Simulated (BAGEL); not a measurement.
# CH3AlF2O (SMILES C[O][Al]([F])[F]), step by step

Wanted: a single-point energy (HF/def2-SVP), then a single-point energy (NEVPT2(2,2)/def2-SVP), then a single-point energy (CASPT2(2,2)/def2-SVP) of CH3AlF2O. 

The results are computed with BAGEL 1.2.2.

1 further run of the same task is left out (set aside as unsound or not needed).

## (1) Starting point

CH3AlF2O: 8 atoms, total charge 0, spin state singlet. As SMILES, `C[O][Al]([F])[F]`. One bond was lengthened or shortened from a relaxed shape.

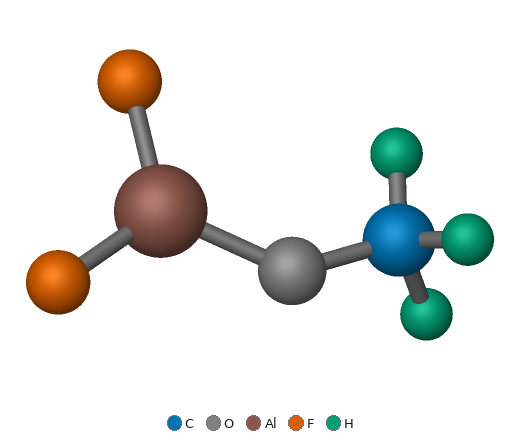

The structure, seen from a chosen angle (carbon blue, oxygen grey, aluminium brown, fluorine orange, hydrogen teal).

## (2) A single-point energy at HF/def2-SVP (density fitting with svp-jkfit) (run 1)

Input file job.json:

```json
{ "bagel": [

{
  "title": "molecule",
  "basis": "svp",
  "df_basis": "svp-jkfit",
  "geometry": [
    { "atom": "C", "xyz": [ -0.50724596,  1.75450299,  1.36537248 ] },
    { "atom": "O", "xyz": [ -0.92449748, -0.54529370,  0.12023193 ] },
    { "atom": "Al", "xyz": [  0.37450025, -2.13266365, -2.25685456 ] },
    { "atom": "F", "xyz": [ -0.79750789, -4.86596351, -3.08682227 ] },
    { "atom": "F", "xyz": [  2.81734922, -1.04588215, -3.81871320 ] },
    { "atom": "H", "xyz": [  1.09637563,  2.80046640,  0.57867949 ] },
    { "atom": "H", "xyz": [ -0.08088028,  1.35247699,  3.66909224 ] },
    { "atom": "H", "xyz": [ -2.19307063,  2.94162894,  1.22043048 ] }
  ]
},
{ "title": "hf", "charge": 0 },
{ "title": "print", "file": "orbitals.molden", "orbitals": true }

]}
```

Started as:

```
$ BAGEL_NUM_THREADS=1 BAGEL job.json > job.out
```

Log:

```text
* using 1 threads per process

  ===============================================================
  ===============================================================

  *** Geometry ***

  { "atom" : "C", "xyz" : [     -0.507246,      1.754503,      1.365372 ] },
  { "atom" : "O", "xyz" : [     -0.924497,     -0.545294,      0.120232 ] },
  { "atom" : "Al", "xyz" : [      0.374500,     -2.132664,     -2.256855 ] },
[... 4 lines of this table left out ...]
  { "atom" : "H", "xyz" : [     -2.193071,      2.941629,      1.220430 ] },

  Number of auxiliary basis functions:      488

  Since a DF basis is specified, we compute 2- and 3-index integrals:
    o Being stored without compression. Storage requirement is 0.031 GB

  Number of basis functions:       89
  Number of electrons      :       48

    * METHOD: MOLECULE                             0.22

  *** RHF ***

  === Nuclear Repulsion ===
   225.9752486595

      * DIIS with orbital gradients will be used.

  === RHF iteration (svp) ===
      0       -554.80268891          0.02261507           0.07
      1       -555.00629407          0.01501912           0.07
      2       -555.12882237          0.00102221           0.07
[... 9 lines of this table left out ...]
     12       -555.12972358          0.00000001           0.07
    * SCF iteration converged.

    * Permanent dipole moment:
           (    0.000039,    -0.753775,    -0.451342) a.u.

    * METHOD: HF                                   1.06

    * METHOD: PRINT                                0.01

  ===============================================================
```

It took 1.5 s on 1 thread of Intel Xeon Platinum 8488C (Sapphire Rapids), shared host; peak memory 0.15 GiB.

## (3) A single-point energy at NEVPT2(2,2)/def2-SVP (density fitting with svp-jkfit) (run 2)

Input file nevpt2.json:

```json
{ "bagel": [

{
  "title": "molecule",
  "basis": "svp",
  "df_basis": "svp-jkfit",
  "angstrom": false,
  "geometry": [
    { "atom": "C", "xyz": [ -0.50724596,  1.75450299,  1.36537248 ] },
    { "atom": "O", "xyz": [ -0.92449748, -0.54529370,  0.12023193 ] },
    { "atom": "Al", "xyz": [  0.37450025, -2.13266365, -2.25685456 ] },
    { "atom": "F", "xyz": [ -0.79750789, -4.86596351, -3.08682227 ] },
    { "atom": "F", "xyz": [  2.81734922, -1.04588215, -3.81871320 ] },
    { "atom": "H", "xyz": [  1.09637563,  2.80046640,  0.57867949 ] },
    { "atom": "H", "xyz": [ -0.08088028,  1.35247699,  3.66909224 ] },
    { "atom": "H", "xyz": [ -2.19307063,  2.94162894,  1.22043048 ] }
  ]
},
{ "title": "hf" },
{ "title": "casscf", "nstate": 1, "nact": 2, "nclosed": 23, "active": [22, 27], "maxiter": 200, "natocc": true },
{ "title": "nevpt2", "nstate": 1, "nact": 2, "nclosed": 23, "active": [22, 27], "maxiter": 200, "natocc": true, "ncore": 9 },
{ "title": "print", "file": "orbitals.molden", "orbitals": true }

]}
```

Started as:

```
$ BAGEL_NUM_THREADS=1 BAGEL nevpt2.json > nevpt2.out
```

Log:

```text
* using 1 threads per process

  ===============================================================
  ===============================================================

  *** Geometry ***

  { "atom" : "C", "xyz" : [     -0.507246,      1.754503,      1.365372 ] },
  { "atom" : "O", "xyz" : [     -0.924497,     -0.545294,      0.120232 ] },
  { "atom" : "Al", "xyz" : [      0.374500,     -2.132664,     -2.256855 ] },
[... 4 lines of this table left out ...]
  { "atom" : "H", "xyz" : [     -2.193071,      2.941629,      1.220430 ] },

[... 23 lines left out ...]
    * SCF iteration converged.
[... 1 line left out ...]
    * Permanent dipole moment:
[... 27 lines left out ...]
    * Second-order optimization converged. *
[... 9 lines left out ...]
     * ci vector, state   0, <S^2> = 0.0000
[... 3 lines left out ...]
    * METHOD: CASSCF                               3.57

    * freezing 9 orbitals

  === DF-NEVPT2 calculation ===

    * 3-index integral transformation done
    * assembly done

      NEVPT2 correlation energy:   -0.7353052951      0.21

          (+0)     -0.6856109771
          (+0)'    -0.0138766600
          (+1)     -0.0056087583
          (+1)'    -0.0000000000
          (+2)     -0.0001761066
          (-1)     -0.0214911923
          (-1)'     0.0000000000
          (-2)     -0.0085416008

      NEVPT2 total energy:       -555.8859596889

    * METHOD: NEVPT2                               0.36

    * METHOD: PRINT                                0.01

  ===============================================================
```

Run time: 5.7 s. Hardware: 1 thread of Intel Xeon Platinum 8488C (Sapphire Rapids), shared host; peak memory 0.15 GiB.

## (4) The energy at CASPT2(2,2)/def2-SVP (density fitting with svp-jkfit) (run 3)

Input file input.json:

```json
{ "bagel": [

{
  "title": "molecule",
  "basis": "svp",
  "df_basis": "svp-jkfit",
  "geometry": [
    { "atom": "C", "xyz": [    -0.50724596,     1.75450299,     1.36537248 ] },
    { "atom": "O", "xyz": [    -0.92449748,    -0.54529370,     0.12023193 ] },
    { "atom": "Al", "xyz": [     0.37450025,    -2.13266365,    -2.25685456 ] },
    { "atom": "F", "xyz": [    -0.79750789,    -4.86596351,    -3.08682227 ] },
    { "atom": "F", "xyz": [     2.81734922,    -1.04588215,    -3.81871320 ] },
    { "atom": "H", "xyz": [     1.09637563,     2.80046640,     0.57867949 ] },
    { "atom": "H", "xyz": [    -0.08088028,     1.35247699,     3.66909224 ] },
    { "atom": "H", "xyz": [    -2.19307063,     2.94162894,     1.22043048 ] }
  ]
},

{
  "title": "hf",
  "charge": 0
},

{
  "title": "casscf",
  "nstate": 1,
  "nact": 2,
  "nclosed": 23,
  "charge": 0,
  "active": [22, 27],
  "maxiter": 200,
  "natocc": true
},

{
  "title": "print",
  "file": "orbitals.molden",
  "orbitals": true
},

{
  "title": "smith",
  "method": "caspt2",
  "ms": true,
  "xms": true,
  "sssr": true,
  "shift": 0.2,
  "shift_imag": true,
  "ncore": 9
}

]}
```

Started as:

```
$ BAGEL_NUM_THREADS=1 BAGEL input.json > input.out
```

Log:

```text
* using 1 threads per process

  ===============================================================
  ===============================================================

  *** Geometry ***

  { "atom" : "C", "xyz" : [     -0.507246,      1.754503,      1.365372 ] },
  { "atom" : "O", "xyz" : [     -0.924497,     -0.545294,      0.120232 ] },
  { "atom" : "Al", "xyz" : [      0.374500,     -2.132664,     -2.256855 ] },
[... 4 lines of this table left out ...]
  { "atom" : "H", "xyz" : [     -2.193071,      2.941629,      1.220430 ] },

[... 25 lines left out ...]
    * Permanent dipole moment:
[... 37 lines left out ...]
     * ci vector, state   0, <S^2> = 0.0000
[... 21 lines left out ...]
       #      aibj      arbs      arbi      airj      risj      airs      arst      rist         Etot      error   time
[... 9 lines left out ...]
      ------------------------------------------------------------------------------------------------------------------

    * CASPT2 energy : state  0     -555.8891006931
        w/o shift correction       -555.8869162575
        reference weight              0.8450098135

    * METHOD: SMITH                                1.06

  ===============================================================
```

Wall time 6.6 s (1 thread of Intel Xeon Platinum 8488C (Sapphire Rapids), shared host); peak memory 0.26 GiB.

## (5) Results

| quantity | value |
| --- | --- |
| run 1, HF/def2-SVP: total energy | -555.12972 Eh |
| run 1, HF/def2-SVP: dipole moment | 2.23 D |
| run 1, HF/def2-SVP: HOMO energy | -12.35 eV |
| run 1, HF/def2-SVP: LUMO energy | 2.13 eV |
| run 1, HF/def2-SVP: HOMO–LUMO gap | 14.48 eV |
| run 2, NEVPT2(2,2)/def2-SVP: total energy | -555.88596 Eh |
| run 3, CASPT2(2,2)/def2-SVP: total energy | -555.88910 Eh |
